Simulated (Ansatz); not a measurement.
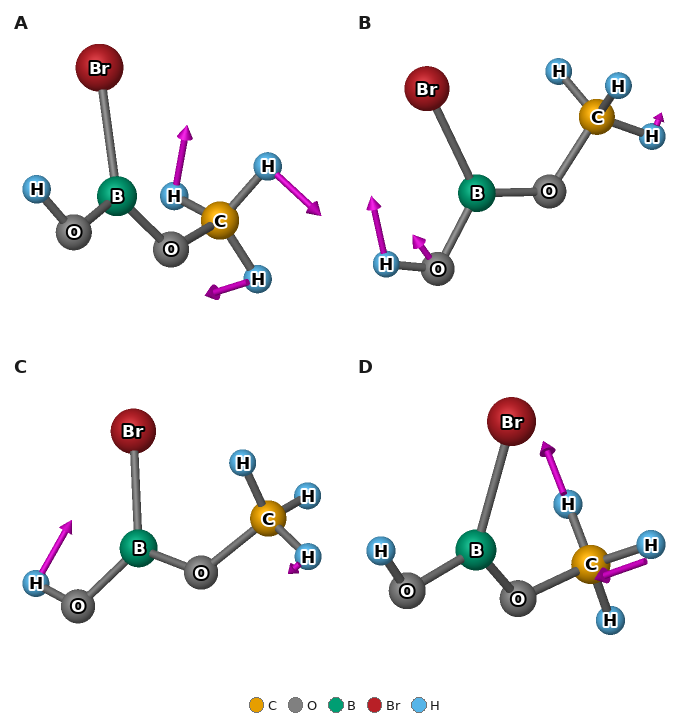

4 normal modes of one molecule or complex, as arrows. Harmonic vibrations computed with RKS PBE0-D4/def2-TZVP (Ansatz 0.2.0) at a stationary point of the same level.

### Match the panels to the wavenumbers 69 cm⁻¹, 316 cm⁻¹, 939 cm⁻¹, 3127 cm⁻¹.

A: 69 cm⁻¹, a torsion or out-of-plane motion in which bond lengths and bond angles hardly change
B: 316 cm⁻¹
C: 939 cm⁻¹
D: 3127 cm⁻¹, out-of-phase stretching of 2 C–H bonds
